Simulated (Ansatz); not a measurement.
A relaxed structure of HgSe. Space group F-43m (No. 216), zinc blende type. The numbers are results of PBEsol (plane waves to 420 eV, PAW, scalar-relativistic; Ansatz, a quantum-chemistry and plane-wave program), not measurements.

```cif
data_Hg4Se4
_chemical_formula_sum 'Se4 Hg4'
_space_group_name_H-M_alt 'F-43m'
_space_group_IT_number 216
_space_group_name_Hall 'F -4 2 3'
_cell_length_a 6.13332
_cell_length_b 6.13332
_cell_length_c 6.13332
_cell_angle_alpha 90.000
_cell_angle_beta 90.000
_cell_angle_gamma 90.000
loop_
_atom_site_label
_atom_site_type_symbol
_atom_site_symmetry_multiplicity
_atom_site_Wyckoff_symbol
_atom_site_fract_x
_atom_site_fract_y
_atom_site_fract_z
_atom_site_occupancy
Se1 Se 4 d 0.75000 0.75000 0.75000 1
Hg1 Hg 4 a 0.00000 0.00000 0.00000 1
```
(The calculation used a cell of 2 atoms; values per cell refer to that cell.)

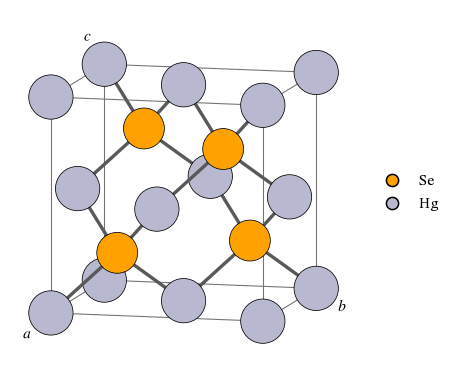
*The conventional cell of the relaxed structure*

```json
{
 "volume_per_atom": "28.84 Å³",
 "band_gap": "zero, with touching bands (no spin-orbit coupling)",
 "shortest_distances": "Hg–Se 2.66 Å",
 "k-mesh": "9×9×9"
}
```

Band energies at high-symmetry points (eV from the Fermi level; labels of this space group; no spin-orbit coupling), from −5 eV up to 2.6 eV:

| point | energies |
|---|---|
| Γ | -1.13 -0.07 -0.07 -0.07 |
| X | -2.29 -2.29 |
| U | -2.87 -1.88 |
| K | -2.87 -1.88 |
| L | -1.01 -1.01 0.96 |
| W | -2.71 -2.42 |

No spin polarisation in the result. Spin-orbit coupling is missing; with elements this heavy it can move band edges by tenths of an eV or more.

Measured for HgSe: a 6.085 Å (room temperature; as listed in Cardona et al., arXiv (2009)). Computed minus measured — a: PBEsol +0.8 %. The computed values are for a static lattice.

The run could not lose the symmetry of its start; a randomly shaken copy of 2 atoms returns to this structure.

All atoms sit on sites fixed by symmetry, so only the cell could relax.
